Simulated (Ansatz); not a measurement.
System: BFH₆NPSi.

```xyz
11

B    -0.5681    1.8928   -0.8439
P     0.8279    0.7195   -0.4962
Si    0.4297   -0.5486    1.4653
N     0.2407   -2.3009    0.2616
F    -1.2636   -0.5161    1.4635
H    -1.6891    1.4535   -0.8704
H    -0.3503    3.0385   -1.1444
H     1.9584    1.5222   -0.1579
H     0.1838   -3.1641    0.8101
H     0.9956   -2.4050   -0.4228
H    -0.6389   -2.2073   -0.2590
```

Method: RKS B3LYP/cc-pVDZ in Ansatz.

Q: What can the converged electron density and electron localisation function tell about the bonding?

A: B–P (1.86 Å): ρ at the midpoint is about 1 e/Å³; the ELF peaks at about 0.95 between the atoms (a covalent bond).
B–H (1.20 Å): ρ is about 1.2 e/Å³ halfway; the ELF climbs to about 1 towards the hydrogen, as it does in any bond to H; an ordinary covalent bond to hydrogen.

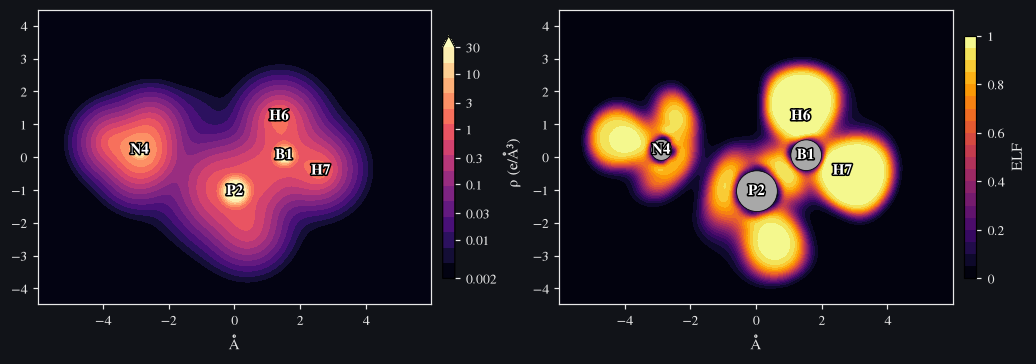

Computed electron density and electron localisation function on the plane of atoms P2, B1 and H7, in this order. Grey discs cover the atomic cores in the ELF map. 
